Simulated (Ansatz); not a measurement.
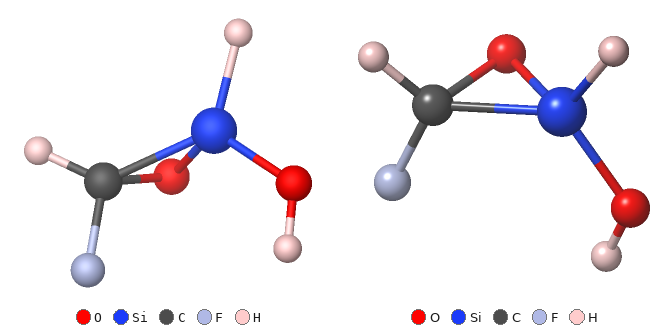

Two views of one molecule.

What is the molecular formula?

Answer. CH3FO2Si, 8 atoms: 1 carbon, 3 hydrogen, 1 fluorine, 2 oxygen and 1 silicon.

How many atoms are distinct by symmetry?

Answer. 8: 1 O, 1 Si, 1 O, 1 C, 1 F, 1 H, 1 H, 1 H.

The parts below concern this one geometry. Atoms keep their numbers from picture to picture. Computed geometry: PBE0-D4/def2-TZVP optimisation.

## Levels of theory compared

Program: Ansatz 0.2.0.

At this fixed geometry, give HOMO energy (eV) at these levels: B97M-V/def2-TZVPP; BHLYP-D4/def2-TZVPP; BLYP-D4/def2-TZVPP; CAM-B3LYP-D4/def2-TZVPP; PBE-D4/def2-TZVPP; SPW92 (LDA)/def2-TZVPP; r2SCAN-D4/def2-TZVPP; r2SCANh-D4/def2-TZVPP; revPBE-D4/def2-TZVPP; ωB97M-V/def2-QZVPP; ωB97M-V/def2-SVP.

```
                  level  HOMO energy (eV)
      B97M-V/def2-TZVPP             −6.48
    BHLYP-D4/def2-TZVPP             −8.92
     BLYP-D4/def2-TZVPP             −6.05
CAM-B3LYP-D4/def2-TZVPP             −9.00
      PBE-D4/def2-TZVPP             −6.13
 SPW92 (LDA)/def2-TZVPP             −6.31
   r2SCAN-D4/def2-TZVPP             −6.40
  r2SCANh-D4/def2-TZVPP             −6.93
   revPBE-D4/def2-TZVPP             −6.06
     ωB97M-V/def2-QZVPP             −9.89
       ωB97M-V/def2-SVP             −9.66
```

## Charges

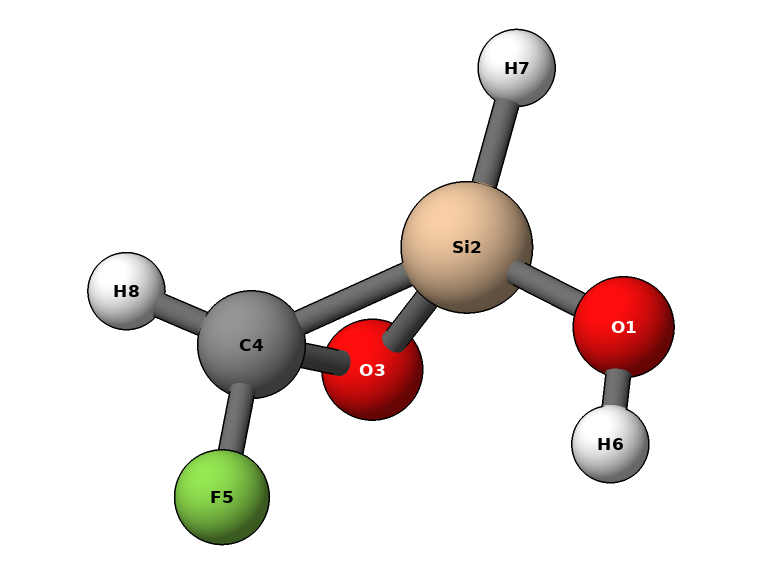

The questions are on Mulliken charges. Properties computed with RKS B3LYP-D4/def2-TZVPP (Ansatz 0.2.0).

List the Mulliken charges.

```json
{"atom": "O1", "value (e)": "−0.38"}
{"atom": "Si2", "value (e)": "0.58"}
{"atom": "O3", "value (e)": "−0.37"}
{"atom": "C4", "value (e)": "0.14"}
{"atom": "F5", "value (e)": "−0.23"}
{"atom": "H6", "value (e)": "0.21"}
{"atom": "H7", "value (e)": "−0.05"}
{"atom": "H8", "value (e)": "0.11"}
```

## Dipole moment

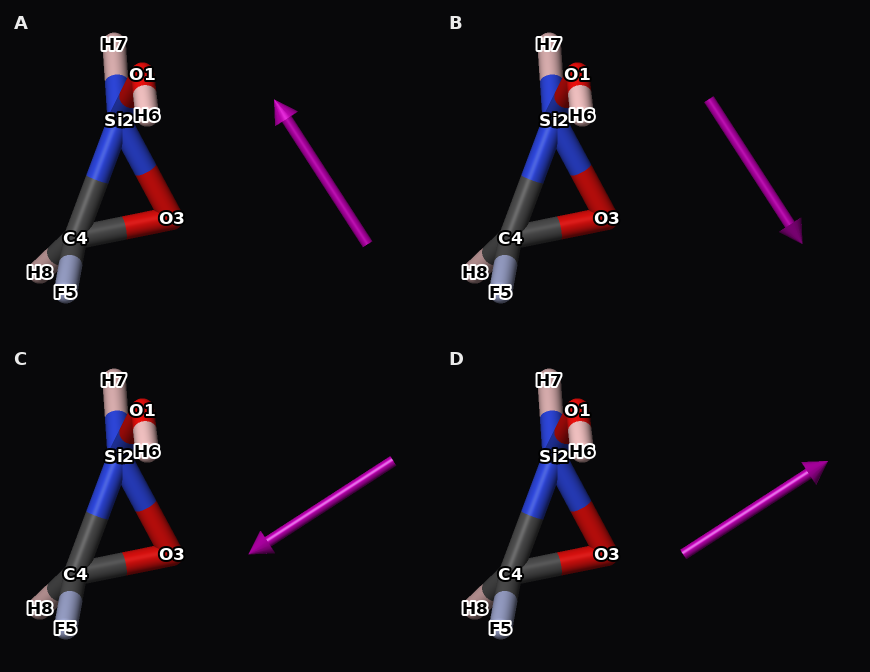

The same molecule four times, each with an arrow. Level of theory: RKS ωB97M-V/def2-TZVPP (Ansatz 0.2.0).

Which arrow points along the dipole moment, from the negative to the positive end?

Answer. A. The dipole moment is 1.61 D; it points from the side of O3, F5 to the side of H7 (the outermost atoms at the two ends).

Mulliken values depend strongly on the basis set and can even reverse the polarity of a bond.
